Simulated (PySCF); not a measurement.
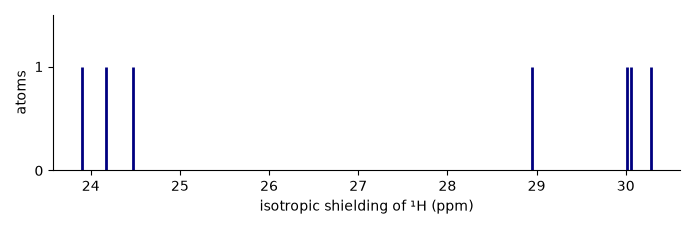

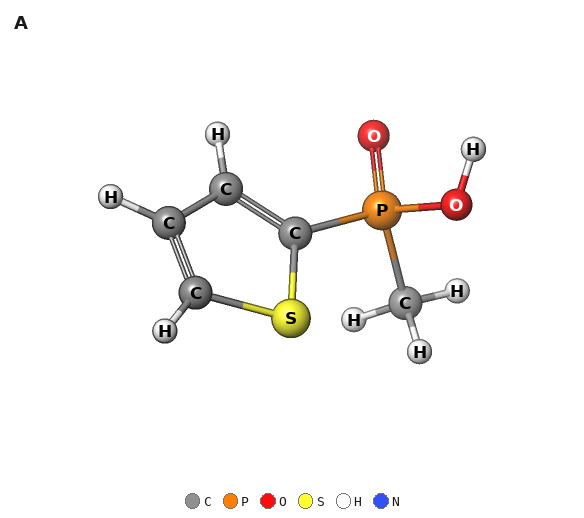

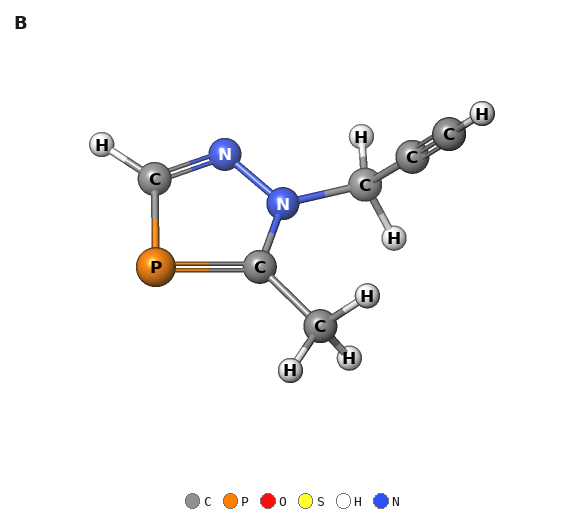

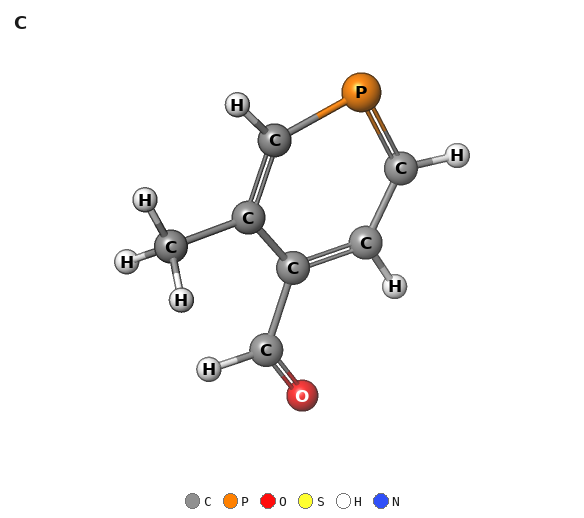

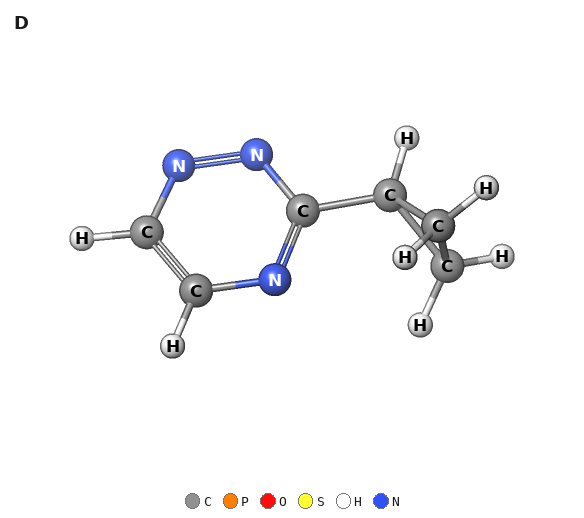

The sticks are computed shieldings of one of the molecules, for one fixed geometry (GFN2-xTB) without averaging over rotations. Low shielding means a high chemical shift. Method: GIAO PBE0/pcSseg-1 NMR shielding, non-relativistic, gas phase (PySCF 2.14.0).

**Match the spectrum to a structure.**

A, `C[P@](=O)(O)c1cccs1`. Its 7 H atoms give lines at 23.90, 24.17, 24.48, 28.94, 30.01, 30.05, 30.29 ppm.

The geometry is semi-empirical. Around P such bond lengths and angles can be off by a tenth of an ångström or more and by several degrees, and values that hang on the shape move with them.
